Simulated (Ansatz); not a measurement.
Relaxed AlNi (CsCl type):

```xyz
2
Lattice="2.8631 0.0000 0.0000 0.0000 2.8631 0.0000 0.0000 0.0000 2.8631" Properties=species:S:1:pos:R:3 pbc="T T T"
Al     0.0000     0.0000     0.0000
Ni     1.4316     1.4316     1.4316
```

In this cell atom 2 (Ni, nearest neighbour Al at 2.480 Å; its periodic images, 2.9 Å or more away, move with it) is moved by s along Cartesian [110], unit vector (0.707, 0.707, 0.000); all other atoms and the cell stay fixed.

Computed with r2SCAN (plane waves to 500 eV, PAW, scalar-relativistic; Ansatz, a first-principles code). k mesh 13×13×13 (Γ-centred), Fermi-Dirac smearing 0.05 eV. E stands for the smeared free energy. Stress and pressure are positive under compression. With partly filled bands, energies and forces of such displacements shift with the k mesh and the smearing. AlNi is run without spin polarisation. AlNi was relaxed with its symmetry unable to fall. ΔE is measured from the undisplaced structure.

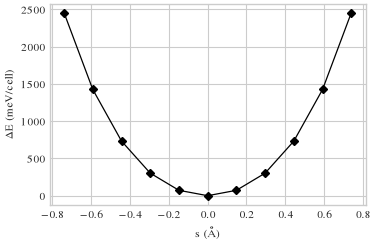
*ΔE (meV/cell) against s (Å); computed points joined by lines.*

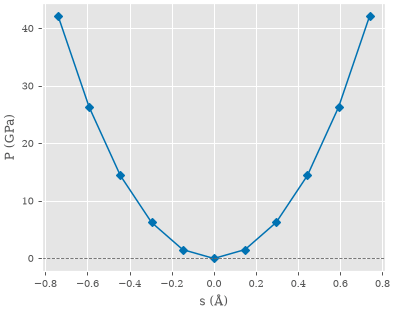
Figure: P (GPa) against s (Å); one marker a computed point.

The force along the line at s = -0.740 Å comes out as 8.26 eV/Å and the zone-centre optical wavenumber from k comes out as 309 cm⁻¹. The energy at s = 0.740 Å is 2456 meV/cell. Harmonic estimate at the end of the scan: ½ks² = 1772 meV/cell against the computed 2456 meV/cell, so the well is stiffer than harmonic there. Shape of the curve: a single well with its minimum at or next to zero displacement.

Reduced mass μ = 18.48 u; ν̃ = 521.5·√(k/μ) with k = 6.47 eV/Å².

(A displaced cell: forces are minus the slopes of the energy, force constants its curvatures, and phonons follow from these.)
